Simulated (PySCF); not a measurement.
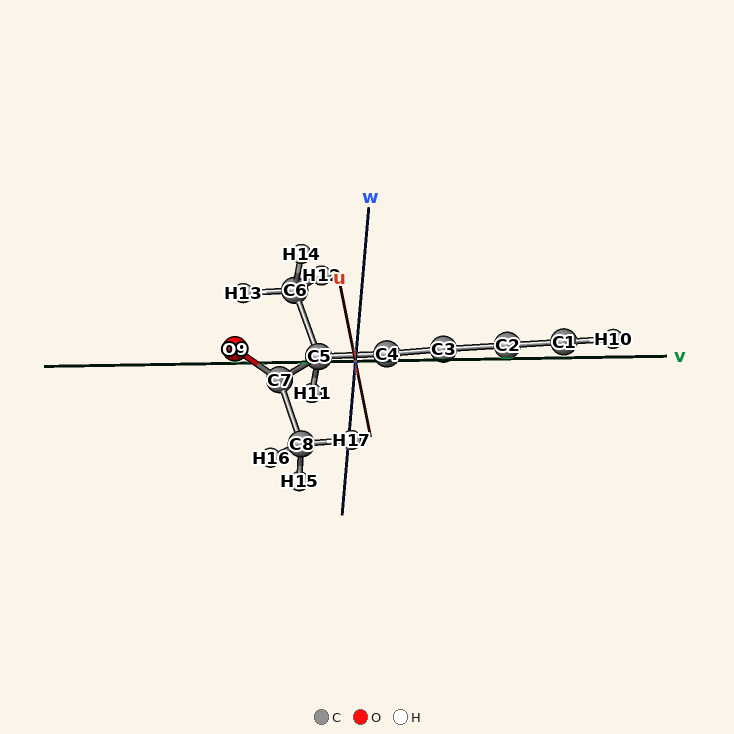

The lines u, v and w are the principal axes of the static dipole polarisability. The computed structure is the end point of a GFN2-xTB optimisation. No frequency run is at hand to confirm it as a minimum. Level of theory: PBE0/def2-SVPD (PySCF 2.14.0).

Along which axis is the molecule most polarisable, and along which least?

Answer. Most along v (nearly parallel to the C4–C5 bond), least along u.

Give the three principal values.

Answer. u 69.4, v 158.7, w 81.2 bohr³; mean 103.1, anisotropy 84.0 bohr³.
